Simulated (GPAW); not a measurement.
# Polarising a 2-layer slab of Mo(111) with a field along the normal

The dipole of the cell at several fields, atoms fixed. What does the strongest field give, and what length does the slope stand for?

**Method.** GPAW 26.7.0, plane waves (400 eV), PAW setups, PBE, 8×8 mesh, a dipole layer in the vacuum; geometry relaxed without an applied field with GPAW. The cell's area is 17.19 Å², and e/ε0 = 180.95 V Å.

Results, with one row withheld:

```
field (V/Å)  dipole (e Å)
       −0.2       −0.0768
       −0.1       −0.0384
      −0.05       −0.0192
       0.05        0.0192
        0.1        0.0383
        0.2        0.0767
        0.3             ?
```

To predict: What is the dipole at 0.3 V/Å?

**Working.** A line through the 6 points has the slope α = 0.384 e Å per V/Å and the intercept p₀ = −0.0000 e Å (r.m.s. residual 2.8e−05). At 0.3 V/Å it gives p = −0.0000 + 0.384 × 0.3 = 0.1151 e Å; the run gives 0.1152 e Å, so the response stays linear to 0.1 % of the induced part. Dividing by ε0 and the area: α/(ε0 A) = 0.384 × 180.95 / 17.19 = 4.04 Å, against 0.58 Å between the outer nuclei. A metal screens fully, so the excess of 3.46 Å puts the image planes about 1.73 Å outside the outer atoms on average.

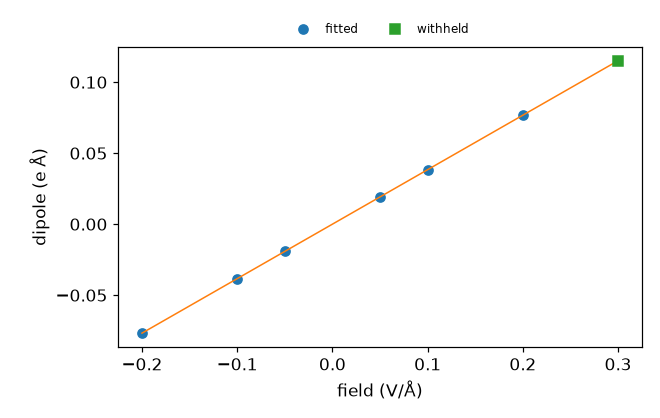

The line and the withheld run.

Caveats: This is the electronic response alone; ions that move would add to it in polar layers. No run was spin-polarised, so magnetic states weren't tested.

[Logs are printed without paths, hosts, clocks, repeated set-up lines and the standing remarks that a program may print on its own settings, such as how far it seeks lower states.]
